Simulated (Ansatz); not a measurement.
# F2H3SSi2 radical: up Jacob's ladder to CCSD(T), part 1 of 2

Aim: compute F2H3SSi2 radical with functionals from several rungs and with coupled cluster. The yardstick is the atomisation energy at the CCSD(T) limit.

The runs use Ansatz 0.2.0, Gaussian basis; functionals in def2-TZVPP, the program's frozen cores in correlated methods.

Plan: LDA (SPW92), PBE-D4, revPBE-D4, BLYP-D4, r2SCAN-D4, B97M-V, PBE0-D4, B3LYP-D4, r2SCANh-D4, r2SCAN0-D4, HSE06-D4, BHLYP-D4, CAM-B3LYP-D4, LC-ωPBE, ωB97X-V, ωB97M-V, B2PLYP, PBE-QIDH; CCSD(T)/def2-SVP; CCSD(T)/def2-TZVPP; MP2/def2-QZVPP; extrapolation to the limit; RPA on PBE.

## Step 1: The geometry

All runs share one geometry, relaxed beforehand with PBE0-D4 in a triple-zeta def2 set.

SMILES `F[SiH]S[SiH2]F`, 8 atoms, charge 0, spin multiplicity 2.

Atoms are counted from 1 here; the program's logs count them from 0.

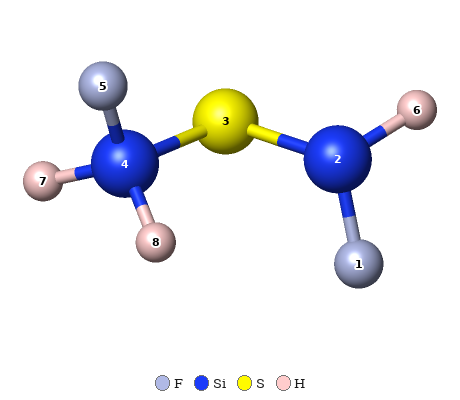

The geometry (fluorine light blue, silicon blue, sulfur yellow, hydrogen pink); atoms are numbered from 1 in the order of the file.

## Step 2: LDA

This LDA is Slater exchange with PW92 correlation.

The input, in.yaml:

```yaml
crystal:
  periodic: [false, false, false]
  atoms:
    - {symbol: F, position_ang: [0.323377, 0.194000, -2.511754]}
    - {symbol: Si, position_ang: [-0.195114, 1.131284, -1.321166]}
    - {symbol: S, position_ang: [-1.333363, 0.018163, 0.090901]}
    - {symbol: Si, position_ang: [0.314067, -0.775564, 1.177791]}
    - {symbol: F, position_ang: [0.769123, 0.237809, 2.322063]}
    - {symbol: H, position_ang: [-1.106567, 2.141251, -1.926290]}
    - {symbol: H, position_ang: [-0.152315, -2.017106, 1.828793]}
    - {symbol: H, position_ang: [1.472993, -0.986936, 0.283761]}
basis:
  gaussian: {orbitals: def2-TZVPP}
magnetization: {spin_polarized: true, initial_magnetization: 1}
hamiltonian: {xc: lda}
output: {orbitals: {seedname: orbitals}}
```

Launch:

```console
$ ansatz run in.yaml --threads 4 --pin off --events-out ev --progress --plain --max-ram 10444MiB
```

Output, shortened:

```text
Functional definition: SPW92
  name "SPW92"
  cite "Dirac, Proc. Camb. Phil. Soc. 26, 376 (1930) doi:10.1017/S0305004100016108"
  cite "Slater, Phys. Rev. 81, 385 (1951) doi:10.1103/PhysRev.81.385"
  cite "Perdew & Wang, Phys. Rev. B 45, 13244 (1992) doi:10.1103/PhysRevB.45.13244"
[...]
1349 factors; their error is unknown
[...]
mean field -31944.89046115 eV, -1173.9530714228 hartree, gradient 2.6e-5 eV, S^2 0.751090; 0 other end points of the search recorded, 0 dependent functions left out
reference -31944.89049982 eV, -1173.9530728438 hartree; 33, 32 occupied and 197, 198 virtual orbitals, 1349 factors
Total energy: -31944.89049982 eV, -1173.9530728438 hartree
```

Wall time 1 s (4 threads of Intel Xeon 6975P-C, shared host); peak memory 0.35 GiB.

Atomisation energy: 742.9 kcal/mol (free atoms -31912.674 eV, run apart). HOMO -5.48 eV, LUMO -4.29 eV.

## Step 3: PBE-D4 (GGA)

Changes to in.yaml since step 2:

```diff
@@ -14,3 +14,3 @@
 magnetization: {spin_polarized: true, initial_magnetization: 1}
-hamiltonian: {xc: lda}
-output: {orbitals: {seedname: orbitals}}
+hamiltonian: {xc: pbe, dispersion: d4}
+output: {forces: true, orbitals: {seedname: orbitals}}
```

Same command.

Output, shortened:

```text
Functional definition: PBE
  name "PBE"
  cite "Perdew, Burke & Ernzerhof, Phys. Rev. Lett. 77, 3865 (1996) doi:10.1103/PhysRevLett.77.3865"
  parent pbe
[...]
1349 factors; their error is unknown
[...]
mean field -32062.12736979 eV, -1178.2614483494 hartree, gradient 2.3e-5 eV, S^2 0.751988; 0 other end points of the search recorded, 0 dependent functions left out
[...]
Atom 4 at     0.769123     0.237809     2.322063 Å, force     0.187864     0.403006     0.471189 eV/Å
Atom 5 at    -1.106567     2.141251    -1.926290 Å, force    -0.135695     0.130755    -0.078033 eV/Å
Atom 6 at    -0.152315    -2.017106     1.828793 Å, force    -0.066279    -0.159598     0.070521 eV/Å
Atom 7 at     1.472993    -0.986936     0.283761 Å, force     0.137063    -0.036914    -0.110190 eV/Å
Dipole moment:    -0.017908    -0.027188    -0.015220 e Å
```

It took 1.7 s on 4 threads of Intel Xeon 6975P-C, shared host; peak memory 0.38 GiB.

With the free atoms at this level, -32033.822 eV in sum, the atomisation energy is 658.1 kcal/mol. HOMO -5.49 eV, LUMO -3.84 eV.

## Step 4: revPBE-D4 (GGA)

Changes to in.yaml since step 3:

```diff
@@ -14,3 +14,3 @@
 magnetization: {spin_polarized: true, initial_magnetization: 1}
-hamiltonian: {xc: pbe, dispersion: d4}
-output: {forces: true, orbitals: {seedname: orbitals}}
+hamiltonian: {xc: {name: revPBE}, dispersion: d4}
+output: {orbitals: {seedname: orbitals}}
```

The command is unchanged.

Output, shortened:

```text
Functional definition: revPBE
  name "revPBE"
  cite "Zhang & Yang, Phys. Rev. Lett. 80, 890 (1998) doi:10.1103/PhysRevLett.80.890"
  cite "Perdew, Burke & Ernzerhof, Phys. Rev. Lett. 77, 3865 (1996) doi:10.1103/PhysRevLett.77.3865"
[...]
1349 factors; their error is unknown
[...]
mean field -32072.85063194 eV, -1178.6555209647 hartree, gradient 2.3e-5 eV, S^2 0.752281; 0 other end points of the search recorded, 0 dependent functions left out
reference -32072.85068489 eV, -1178.6555229106 hartree; 33, 32 occupied and 197, 198 virtual orbitals, 1349 factors
Total energy: -32073.46178186 eV, -1178.6779803101 hartree
```

Wall time 1.6 s (4 threads of Intel Xeon 6975P-C, shared host); peak memory 0.38 GiB.

Atomisation energy: 642.2 kcal/mol (free atoms -32045.611 eV, run apart). HOMO -5.47 eV, LUMO -3.68 eV.

## Step 5: BLYP-D4 (GGA)

Changes to in.yaml since step 4:

```diff
@@ -14,3 +14,3 @@
 magnetization: {spin_polarized: true, initial_magnetization: 1}
-hamiltonian: {xc: {name: revPBE}, dispersion: d4}
+hamiltonian: {xc: {name: BLYP}, dispersion: d4}
 output: {orbitals: {seedname: orbitals}}
```

Launched as before.

Output, shortened:

```text
Functional definition: BLYP
  name "BLYP"
  cite "Becke, Phys. Rev. A 38, 3098 (1988) doi:10.1103/PhysRevA.38.3098"
  cite "Lee, Yang & Parr, Phys. Rev. B 37, 785 (1988) doi:10.1103/PhysRevB.37.785"
[...]
1349 factors; their error is unknown
[...]
mean field -32079.49102752 eV, -1178.8995510014 hartree, gradient 2.8e-5 eV, S^2 0.751608; 0 other end points of the search recorded, 0 dependent functions left out
reference -32079.49137976 eV, -1178.8995639459 hartree; 33, 32 occupied and 197, 198 virtual orbitals, 1349 factors
Total energy: -32079.99297888 eV, -1178.9179973735 hartree
```

Wall time 1.6 s (4 threads of Intel Xeon 6975P-C, shared host); peak memory 0.37 GiB.

With the free atoms at this level, -32051.895 eV in sum, the atomisation energy is 648.0 kcal/mol. HOMO -5.29 eV, LUMO -3.87 eV.

## Step 6: r2SCAN-D4 (meta-GGA)

Changes to in.yaml since step 5:

```diff
@@ -14,3 +14,3 @@
 magnetization: {spin_polarized: true, initial_magnetization: 1}
-hamiltonian: {xc: {name: BLYP}, dispersion: d4}
-output: {orbitals: {seedname: orbitals}}
+hamiltonian: {xc: r2scan, dispersion: d4}
+output: {forces: true, orbitals: {seedname: orbitals}}
```

Same command.

Output, shortened:

```text
Functional definition: r2SCAN
  name "r2SCAN"
  cite "Furness, Kaplan, Ning, Perdew & Sun, J. Phys. Chem. Lett. 11, 8208 (2020) doi:10.1021/acs.jpclett.0c02405"
  cite "Furness, Kaplan, Ning, Perdew & Sun, J. Phys. Chem. Lett. 11, 9248 (2020) doi:10.1021/acs.jpclett.0c03077"
  parent r2scan
[...]
1349 factors; their error is unknown
[...]
Atom 4 at     0.769123     0.237809     2.322063 Å, force     0.014015     0.027145     0.028618 eV/Å
Atom 5 at    -1.106567     2.141251    -1.926290 Å, force     0.009992    -0.013717     0.010237 eV/Å
Atom 6 at    -0.152315    -2.017106     1.828793 Å, force     0.016916     0.019337    -0.015996 eV/Å
Atom 7 at     1.472993    -0.986936     0.283761 Å, force    -0.017380    -0.009229     0.017976 eV/Å
Dipole moment:    -0.003371    -0.023042    -0.014028 e Å
```

Wall time 3.1 s (4 threads of Intel Xeon 6975P-C, shared host); peak memory 0.44 GiB.

Atomisation energy: 658.4 kcal/mol (free atoms -32047.429 eV, run apart). HOMO -5.87 eV, LUMO -3.40 eV.

## Step 7: B97M-V (meta-GGA)

Changes to in.yaml since step 6:

```diff
@@ -14,3 +14,3 @@
 magnetization: {spin_polarized: true, initial_magnetization: 1}
-hamiltonian: {xc: r2scan, dispersion: d4}
-output: {forces: true, orbitals: {seedname: orbitals}}
+hamiltonian: {xc: {name: B97M-V}}
+output: {orbitals: {seedname: orbitals}}
```

The command is unchanged.

Output, shortened:

```text
Functional definition: B97M-V
  name "B97M-V"
  cite "Mardirossian & Head-Gordon, J. Chem. Phys. 142, 074111 (2015) doi:10.1063/1.4907719"
  cite "Becke, J. Chem. Phys. 107, 8554 (1997) doi:10.1063/1.475007"
  cite "Vydrov & Van Voorhis, J. Chem. Phys. 133, 244103 (2010) doi:10.1063/1.3521275"
  # Of w^i u^j: cxij and so on, Table III.
[...]
  gx(w, u) = cx00 + cx01*u + cx02*u^2 + (cx10 + cx11*u)*w
[...]
  gos(w, u) = cos00 + cos01*u + cos03*u^3 + cos10*w + cos32*w^3*u^2
[...]
      + integral(e_c_pw_mod_opposite_spin*gos(b97_w_opposite, b97_u_opposite)) + vv10(b, c)
1349 factors; their error is unknown
[...]
mean field -32071.38278397 eV, -1178.6015785467 hartree, gradient 3.2e-5 eV, S^2 0.752165; 0 other end points of the search recorded, 0 dependent functions left out
reference -32071.38284691 eV, -1178.6015808600 hartree; 33, 32 occupied and 197, 198 virtual orbitals, 1349 factors
Total energy: -32071.38284691 eV, -1178.6015808600 hartree
```

Run time: 5 s. Hardware: 4 threads of Intel Xeon 6975P-C, shared host; peak memory 0.55 GiB.

With the free atoms at this level, -32042.848 eV in sum, the atomisation energy is 658.0 kcal/mol. HOMO -5.60 eV, LUMO -4.04 eV.

## Step 8: PBE0-D4 (hybrid)

Changes to in.yaml since step 7:

```diff
@@ -14,3 +14,3 @@
 magnetization: {spin_polarized: true, initial_magnetization: 1}
-hamiltonian: {xc: {name: B97M-V}}
+hamiltonian: {xc: pbe0, dispersion: d4}
 output: {orbitals: {seedname: orbitals}}
```

Same command.

Output, shortened:

```text
Functional definition: PBE0
  name "PBE0"
  cite "Adamo & Barone, J. Chem. Phys. 110, 6158 (1999) doi:10.1063/1.478522"
  cite "Perdew, Burke & Ernzerhof, Phys. Rev. Lett. 77, 3865 (1996) doi:10.1103/PhysRevLett.77.3865"
  parent pbe
[...]
1386 factors; their error is unknown
[...]
mean field -32064.55309347 eV, -1178.3505920502 hartree, gradient 1.1e-5 eV, S^2 0.752567; 0 other end points of the search recorded, 0 dependent functions left out
reference -32064.55312551 eV, -1178.3505932278 hartree; 33, 32 occupied and 197, 198 virtual orbitals, 1386 factors
Total energy: -32064.75049124 eV, -1178.3578462847 hartree
```

Wall time 2.8 s (4 threads of Intel Xeon 6975P-C, shared host); peak memory 0.85 GiB.

With the free atoms at this level, -32036.731 eV in sum, the atomisation energy is 646.1 kcal/mol. HOMO -6.69 eV, LUMO -2.95 eV.

## Step 9: B3LYP-D4 (hybrid)

B3LYP here takes the VWN-RPA correlation.

Changes to in.yaml since step 8:

```diff
@@ -14,3 +14,3 @@
 magnetization: {spin_polarized: true, initial_magnetization: 1}
-hamiltonian: {xc: pbe0, dispersion: d4}
-output: {orbitals: {seedname: orbitals}}
+hamiltonian: {xc: {name: B3LYP}, dispersion: d4}
+output: {forces: true, orbitals: {seedname: orbitals}}
```

Same command.

Output, shortened:

```text
Functional definition: B3LYP
  name "B3LYP"
  cite "Stephens, Devlin, Chabalowski & Frisch, J. Phys. Chem. 98, 11623 (1994) doi:10.1021/j100096a001"
  cite "Becke, Phys. Rev. A 38, 3098 (1988) doi:10.1103/PhysRevA.38.3098"
  cite "Lee, Yang & Parr, Phys. Rev. B 37, 785 (1988) doi:10.1103/PhysRevB.37.785"
  cite "Vosko, Wilk & Nusair, Can. J. Phys. 58, 1200 (1980) doi:10.1139/p80-159"
[...]
1367 factors; their error is unknown
[...]
Atom 4 at     0.769123     0.237809     2.322063 Å, force     0.063766     0.131545     0.144932 eV/Å
Atom 5 at    -1.106567     2.141251    -1.926290 Å, force     0.031738    -0.041629     0.011499 eV/Å
Atom 6 at    -0.152315    -2.017106     1.828793 Å, force     0.043410     0.075088    -0.039222 eV/Å
Atom 7 at     1.472993    -0.986936     0.283761 Å, force    -0.079031     0.004131     0.076272 eV/Å
Dipole moment:    -0.009326    -0.021874    -0.009203 e Å
```

It took 3.1 s on 4 threads of Intel Xeon 6975P-C, shared host; peak memory 0.84 GiB.

Atomisation energy: 648.2 kcal/mol (free atoms -32054.015 eV, run apart). HOMO -6.40 eV, LUMO -3.35 eV.

## Step 10: r2SCANh-D4 (hybrid)

Changes to in.yaml since step 9:

```diff
@@ -14,3 +14,3 @@
 magnetization: {spin_polarized: true, initial_magnetization: 1}
-hamiltonian: {xc: {name: B3LYP}, dispersion: d4}
-output: {forces: true, orbitals: {seedname: orbitals}}
+hamiltonian: {xc: {name: r2SCANh}, dispersion: d4}
+output: {orbitals: {seedname: orbitals}}
```

Same command.

Output, shortened:

```text
Functional definition: r2SCANh
  name "r2SCANh"
  cite "Bursch, Neugebauer, Ehlert & Grimme, J. Chem. Phys. 156, 134105 (2022) doi:10.1063/5.0086040"
  cite "Furness, Kaplan, Ning, Perdew & Sun, J. Phys. Chem. Lett. 11, 8208 (2020) doi:10.1021/acs.jpclett.0c02405"
  cite "Furness, Kaplan, Ning, Perdew & Sun, J. Phys. Chem. Lett. 11, 9248 (2020) doi:10.1021/acs.jpclett.0c03077"
  parent r2scan
[...]
1349 factors; their error is unknown
[...]
mean field -32075.49292238 eV, -1178.7526233473 hartree, gradient 7.9e-5 eV, S^2 0.753548; 0 other end points of the search recorded, 0 dependent functions left out
reference -32075.49293579 eV, -1178.7526238404 hartree; 33, 32 occupied and 197, 198 virtual orbitals, 1349 factors
Total energy: -32075.55054593 eV, -1178.7547409740 hartree
```

Wall time 4.3 s (4 threads of Intel Xeon 6975P-C, shared host); peak memory 0.91 GiB.

Atomisation energy: 652.9 kcal/mol (free atoms -32047.239 eV, run apart). HOMO -6.30 eV, LUMO -3.11 eV.

## Step 11: r2SCAN0-D4 (hybrid)

Changes to in.yaml since step 10:

```diff
@@ -14,3 +14,3 @@
 magnetization: {spin_polarized: true, initial_magnetization: 1}
-hamiltonian: {xc: {name: r2SCANh}, dispersion: d4}
+hamiltonian: {xc: {name: r2SCAN0}, dispersion: d4}
 output: {orbitals: {seedname: orbitals}}
```

Launched as before.

Output, shortened:

```text
Functional definition: r2SCAN0
  name "r2SCAN0"
  cite "Bursch, Neugebauer, Ehlert & Grimme, J. Chem. Phys. 156, 134105 (2022) doi:10.1063/5.0086040"
  cite "Furness, Kaplan, Ning, Perdew & Sun, J. Phys. Chem. Lett. 11, 8208 (2020) doi:10.1021/acs.jpclett.0c02405"
  cite "Furness, Kaplan, Ning, Perdew & Sun, J. Phys. Chem. Lett. 11, 9248 (2020) doi:10.1021/acs.jpclett.0c03077"
  parent r2scan
[...]
1386 factors; their error is unknown
[...]
mean field -32074.87703608 eV, -1178.7299899435 hartree, gradient 5.5e-5 eV, S^2 0.753798; 0 other end points of the search recorded, 0 dependent functions left out
reference -32074.87704762 eV, -1178.7299903675 hartree; 33, 32 occupied and 197, 198 virtual orbitals, 1386 factors
Total energy: -32074.94150105 eV, -1178.7323589873 hartree
```

It took 4.2 s on 4 threads of Intel Xeon 6975P-C, shared host; peak memory 0.91 GiB.

Atomisation energy: 645.0 kcal/mol (free atoms -32046.971 eV, run apart). HOMO -6.96 eV, LUMO -2.68 eV.

## Step 12: HSE06-D4 (hybrid)

HSE06 is the plane-wave form, built on full-range PBE exchange.

Changes to in.yaml since step 11:

```diff
@@ -14,3 +14,3 @@
 magnetization: {spin_polarized: true, initial_magnetization: 1}
-hamiltonian: {xc: {name: r2SCAN0}, dispersion: d4}
+hamiltonian: {xc: hse06, dispersion: d4}
 output: {orbitals: {seedname: orbitals}}
```

The command is unchanged.

Output, shortened:

```text
Functional definition: HSE06
  name "HSE06"
  cite "Heyd, Scuseria & Ernzerhof, J. Chem. Phys. 118, 8207 (2003) doi:10.1063/1.1564060"
  cite "Krukau, Vydrov, Izmaylov & Scuseria, J. Chem. Phys. 125, 224106 (2006) doi:10.1063/1.2404663"
  cite "Heyd & Scuseria, J. Chem. Phys. 120, 7274 (2004) doi:10.1063/1.1668634"
  cite "Ernzerhof & Perdew, J. Chem. Phys. 109, 3313 (1998) doi:10.1063/1.476928"
[...]
1386 factors; their error is unknown
97 factors; integrals over basis functions are off by at most 3.6e-7 eV
[...]
mean field -32063.78015460 eV, -1178.3221870706 hartree, gradient 3.1e-5 eV, S^2 0.752540; 0 other end points of the search recorded, 0 dependent functions left out
reference -32063.78019729 eV, -1178.3221886396 hartree; 33, 32 occupied and 197, 198 virtual orbitals, 1386 factors
Total energy: -32063.96658087 eV, -1178.3290381098 hartree
```

Run time: 3 s. Hardware: 4 threads of Intel Xeon 6975P-C, shared host; peak memory 0.9 GiB.

With the free atoms at this level, -32035.932 eV in sum, the atomisation energy is 646.5 kcal/mol. HOMO -6.29 eV, LUMO -3.33 eV.

## Step 13: BHLYP-D4 (hybrid)

Changes to in.yaml since step 12:

```diff
@@ -14,3 +14,3 @@
 magnetization: {spin_polarized: true, initial_magnetization: 1}
-hamiltonian: {xc: hse06, dispersion: d4}
+hamiltonian: {xc: {name: BHLYP}, dispersion: d4}
 output: {orbitals: {seedname: orbitals}}
```

Launched as before.

Output, shortened:

```text
Functional definition: BHLYP
  name "BHLYP"
  cite "Becke, J. Chem. Phys. 98, 1372 (1993) doi:10.1063/1.464304"
  cite "Becke, Phys. Rev. A 38, 3098 (1988) doi:10.1103/PhysRevA.38.3098"
  cite "Lee, Yang & Parr, Phys. Rev. B 37, 785 (1988) doi:10.1103/PhysRevB.37.785"
[...]
1482 factors; their error is unknown
[...]
mean field -32078.25359600 eV, -1178.8540762317 hartree, gradient 5.6e-5 eV, S^2 0.753516; 0 other end points of the search recorded, 0 dependent functions left out
reference -32078.25377443 eV, -1178.8540827890 hartree; 33, 32 occupied and 197, 198 virtual orbitals, 1482 factors
Total energy: -32078.58088824 eV, -1178.8661039999 hartree
```

Wall time 3.4 s (4 threads of Intel Xeon 6975P-C, shared host); peak memory 0.87 GiB.

Atomisation energy: 631.4 kcal/mol (free atoms -32051.202 eV, run apart). HOMO -7.70 eV, LUMO -2.18 eV.

## Step 14: CAM-B3LYP-D4 (range-separated)

Changes to in.yaml since step 13:

```diff
@@ -14,3 +14,3 @@
 magnetization: {spin_polarized: true, initial_magnetization: 1}
-hamiltonian: {xc: {name: BHLYP}, dispersion: d4}
+hamiltonian: {xc: {name: CAM-B3LYP}, dispersion: d4}
 output: {orbitals: {seedname: orbitals}}
```

Same command.

Output, shortened:

```text
Functional definition: CAM-B3LYP
  name "CAM-B3LYP"
  cite "Yanai, Tew & Handy, Chem. Phys. Lett. 393, 51 (2004) doi:10.1016/j.cplett.2004.06.011"
  cite "Iikura, Tsuneda, Yanai & Hirao, J. Chem. Phys. 115, 3540 (2001) doi:10.1063/1.1383587"
  cite "Becke, Phys. Rev. A 38, 3098 (1988) doi:10.1103/PhysRevA.38.3098"
  cite "Lee, Yang & Parr, Phys. Rev. B 37, 785 (1988) doi:10.1103/PhysRevB.37.785"
[...]
1367 factors; their error is unknown
288 factors; integrals over basis functions are off by at most 1.3e-5 eV
[...]
mean field -32079.59133831 eV, -1178.9032373550 hartree, gradient 1.5e-5 eV, S^2 0.752735; 0 other end points of the search recorded, 0 dependent functions left out
reference -32079.59146590 eV, -1178.9032420438 hartree; 33, 32 occupied and 197, 198 virtual orbitals, 1367 factors
Total energy: -32079.79574935 eV, -1178.9107493222 hartree
```

Wall time 3.2 s (4 threads of Intel Xeon 6975P-C, shared host); peak memory 0.98 GiB.

Atomisation energy: 652.6 kcal/mol (free atoms -32051.494 eV, run apart). HOMO -7.91 eV, LUMO -2.07 eV.

## Step 15: LC-ωPBE (range-separated)

Changes to in.yaml since step 14:

```diff
@@ -14,3 +14,3 @@
 magnetization: {spin_polarized: true, initial_magnetization: 1}
-hamiltonian: {xc: {name: CAM-B3LYP}, dispersion: d4}
+hamiltonian: {xc: {name: LC-wPBE}}
 output: {orbitals: {seedname: orbitals}}
```

The command is unchanged.

Output, shortened:

```text
Functional definition: LC-wPBE
  name "LC-wPBE"
  cite "Vydrov & Scuseria, J. Chem. Phys. 125, 234109 (2006) doi:10.1063/1.2409292"
  cite "Heyd & Scuseria, J. Chem. Phys. 120, 7274 (2004) doi:10.1063/1.1668634"
  cite "Ernzerhof & Perdew, J. Chem. Phys. 109, 3313 (1998) doi:10.1063/1.476928"
  cite "Perdew, Burke & Ernzerhof, Phys. Rev. Lett. 77, 3865 (1996) doi:10.1103/PhysRevLett.77.3865"
  parent pbe
[...]
1349 factors; their error is unknown
407 factors; integrals over basis functions are off by at most 2.6e-5 eV
[...]
mean field -32069.07577062 eV, -1178.5167973702 hartree, gradient 3.4e-5 eV, S^2 0.753599; 0 other end points of the search recorded, 0 dependent functions left out
reference -32069.07577063 eV, -1178.5167973704 hartree; 33, 32 occupied and 197, 198 virtual orbitals, 1349 factors
Total energy: -32069.07577063 eV, -1178.5167973704 hartree
```

Run time: 2.1 s. Hardware: 4 threads of Intel Xeon 6975P-C, shared host; peak memory 0.54 GiB.

With the free atoms at this level, -32041.028 eV in sum, the atomisation energy is 646.8 kcal/mol. HOMO -9.33 eV, LUMO -0.64 eV.

## Step 16: ωB97X-V (range-separated)

Changes to in.yaml since step 15:

```diff
@@ -14,3 +14,3 @@
 magnetization: {spin_polarized: true, initial_magnetization: 1}
-hamiltonian: {xc: {name: LC-wPBE}}
+hamiltonian: {xc: {name: wB97X-V}}
 output: {orbitals: {seedname: orbitals}}
```

The command is unchanged.

Output:

```text
Functional definition: wB97X-V
  name "wB97X-V"
  cite "Mardirossian & Head-Gordon, Phys. Chem. Chem. Phys. 16, 9904 (2014) doi:10.1039/C3CP54374A"
  cite "Becke, J. Chem. Phys. 107, 8554 (1997) doi:10.1063/1.475007"
  cite "Vydrov & Van Voorhis, J. Chem. Phys. 133, 244103 (2010) doi:10.1063/1.3521275"
  parameter omega = 0.3/bohr
  parameter cx = 0.167
  parameter cx1 = 0.603
  parameter cx2 = 1.194
  parameter css0 = 0.556
  parameter css1 = -0.257
  parameter cos0 = 1.219
  parameter cos1 = -1.850
  parameter b = 6.0
  parameter c = 0.01
  exchange = spin_sum(e_x_unif_sr(omega)*poly(b97_u_x, 1 - cx, cx1, cx2)) + cx*exact_x_sr(omega) + exact_x_lr(omega)
  correlation = spin_sum(e_c_pw_same_spin*poly(b97_u_same, css0, css1))
      + integral(e_c_pw_opposite_spin*poly(b97_u_opposite, cos0, cos1)) + vv10(b, c)
1362 factors; their error is unknown
266 factors; integrals over basis functions are off by at most 9.9e-6 eV
mean field evaluation 1: about -32070.8633 eV, gradient 3.1e1 eV
mean field evaluation 2: about -32070.5062 eV, gradient 3.7e1 eV
mean field evaluation 4: about -32074.0379 eV, gradient 1.2e0 eV
mean field evaluation 8: about -32074.0564 eV, gradient 7.2e-2 eV
mean field evaluation 16: about -32074.0855 eV, gradient 1.4e-4 eV
mean field -32074.08547004 eV, -1178.7009004280 hartree, gradient 8.8e-5 eV, S^2 0.752565; 0 other end points of the search recorded, 0 dependent functions left out
reference -32074.08546859 eV, -1178.7009003747 hartree; 33, 32 occupied and 197, 198 virtual orbitals, 1362 factors
Total energy: -32074.08546859 eV, -1178.7009003747 hartree
```

Run time: 6 s. Hardware: 4 threads of Intel Xeon 6975P-C, shared host; peak memory 1.1 GiB.

With the free atoms at this level, -32045.570 eV in sum, the atomisation energy is 657.6 kcal/mol. HOMO -8.82 eV, LUMO -1.22 eV.

(Continued in part 2 of 2.)
